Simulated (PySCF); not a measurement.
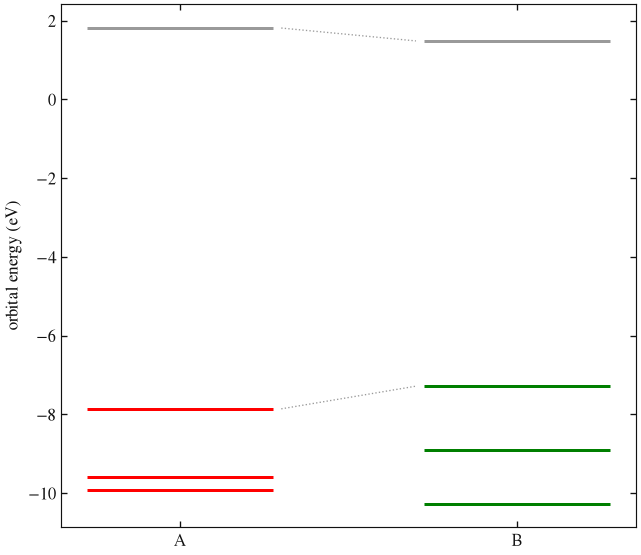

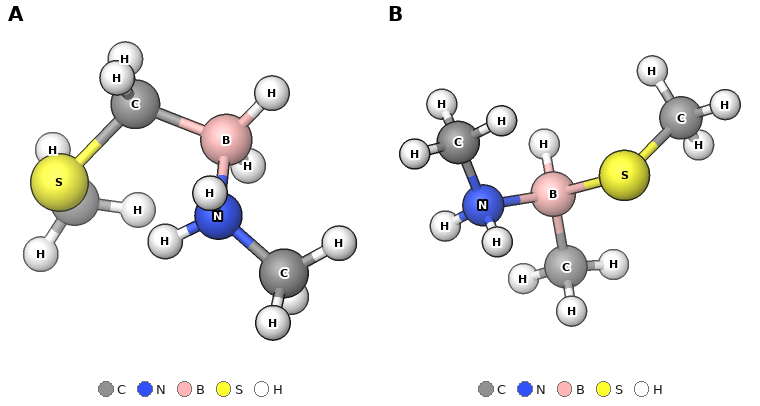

Related molecules: A is C₃H₁₂BNS, SMILES C[NH2+][BH2-]CSC; B is C₃H₁₂BNS, SMILES C[NH2+][B@H-](C)SC. Frontier orbital energies, ωB97X-D/def2-SVPD, PySCF, at a GFN2-xTB geometry (no frequency check); drawn are at most three filled levels and, in grey, the LUMO with any level within 0.03 eV of it; dotted lines join the HOMOs and the LUMOs.

> What does the change do to the frontier levels?

From A to B the HOMO rises by 0.58 eV and the LUMO falls by 0.33 eV, so the separation goes from 9.67 to 8.77 eV.

Caveats, for all or some of the runs: empty levels above zero depend strongly on the basis; one conformer of a flexible molecule; the tight-binding geometry is rougher than a DFT one and adds to the error.
